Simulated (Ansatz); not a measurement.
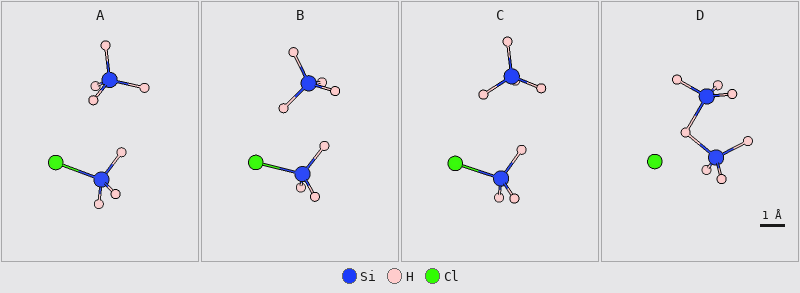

4 geometries from a converged minimum-energy path of Si₂H₇Cl, made up at the start of Si2H6 and HCl, shuffled. Style: ball-and-stick. Shown at a tilt.

Theory: RKS B3LYP-D4/def2-SVP (Ansatz 0.2.0). Run with 7 movable images; climbing image; force threshold 0.03 eV/Å; iteration limit 60; starting path through a guess of the saddle point.

Which frame is the top of the path?

D. In order along the path, whose images run from 0 to 8: D (image 3, +41.4 kcal/mol), B (image 5, −15.8 kcal/mol), C (image 6, −19.3 kcal/mol), A (image 7, −19.5 kcal/mol). Breaking: Cl–H (1.29 → 3.19 Å), Si–Si (2.36 → 4.05 Å). Forming: Cl–Si (3.66 → 2.08 Å), H–Si (3.35 → 1.49 Å).

Limits of the set-up: the start holds two separate molecules, 2.4 Å apart at their closest, whose relative position is a soft coordinate.
